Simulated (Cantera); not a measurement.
Input: 1 mol SiH4, 250 mol H2, held at 0.670 bar.

These are equilibrium values from Cantera (NASA tables, ideal gas, pure condensed phases), not measurements of a reactor. Candidate condensed phases: Si; 9 gas species. Gases not in the tables: Si2H6 and higher silanes. Equilibrium is a limit: real reactors are often held back by kinetics, nucleation or transport.

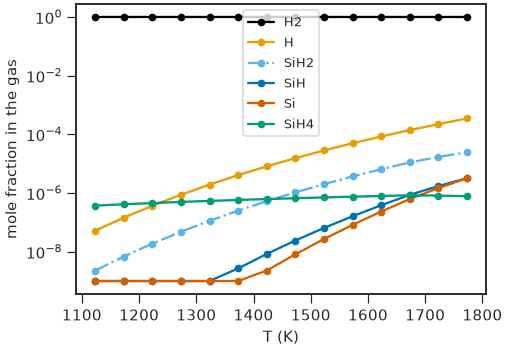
Figure: Equilibrium gas composition (values under 1e-9 drawn at 1e-9)

From 1123 K to 1673 K the condensed part is Si(s). From 1723 K to 1773 K the condensed part is Si(l). The main Si-bearing gas is SiH4 at 1123 K and SiH2 at 1773 K.
